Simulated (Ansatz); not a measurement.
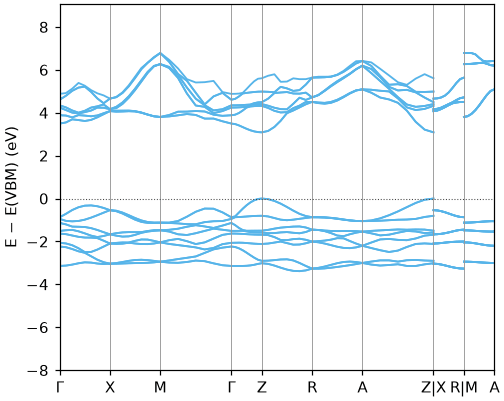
Band structure from r²SCAN with spin–orbit coupling in the plane-wave PAW code Ansatz

Read off the gap and where the band edges lie.

About 3.1 eV (3.09 eV by a search for the band edges); maximum at Z, minimum at Z.

The material is BaHI in space group P4/nmm (No. 129; Ba on 2c, H on 2a, I on 2c).

The first step of the workflow began from a Materials Project structure, measured or hypothetical; the Crystallography Open Database files this formula in space group No. 129, but the cells were not matched. Whether it is the stable phase at ambient conditions was not checked. The r²SCAN relaxation kept the symmetry of its start; of distortions, only those at the zone centre were tested.

Potentials: the later of the program's two PAW sets.
